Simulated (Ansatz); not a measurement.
The starting structures come from a database of crystals and need not be the phases stable at ambient conditions.

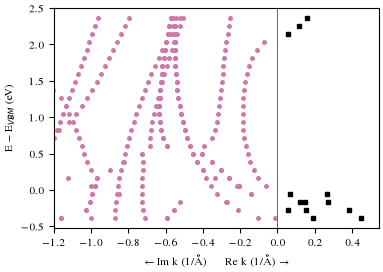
*Complex bands at the centre of the two-dimensional zone; r2SCAN run with Ansatz (a first-principles code)*

The gap is the functional's own, uncorrected, and κ follows it; spin-orbit coupling is left out. Mid-gap values are interpolated between the computed energies.

Question: This is CuI (P-3m1, not sure to be the ambient phase, 4 atoms a cell, 25.5 Å³ an atom) along the normal of (100). Read off the slowest decay at the centre of the two-dimensional zone at 1.04 eV, the computed energy nearest the middle of the gap.

Answer: κ ≈ 0.19 1/Å, a decay length 1/(2κ) of the density of 2.7 Å.
